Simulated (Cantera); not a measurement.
Feed: 1 mol CCl4, 2.3 mol F2, equilibrated at 0.250 bar.

Equilibrium computed with Cantera from the NASA thermochemical tables; the gas is ideal and each condensed phase is pure. Candidate condensed phases: C; 27 gas species. Gases not in the tables: C2F6 and larger saturated fluorocarbons. The numbers say what is thermodynamically allowed, not how fast it happens.

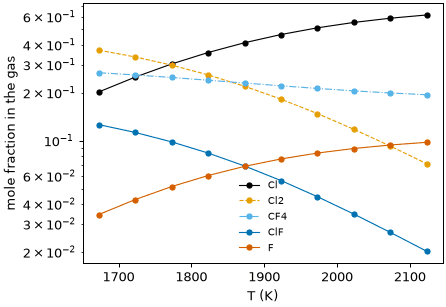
Figure. Equilibrium gas composition (values under 1e-9 drawn at 1e-9)

Read off the mole fractions at 2123 K.

Cl about 0.62, CF4 about 0.19, F about 0.098, Cl2 about 0.072, ClF about 0.020.
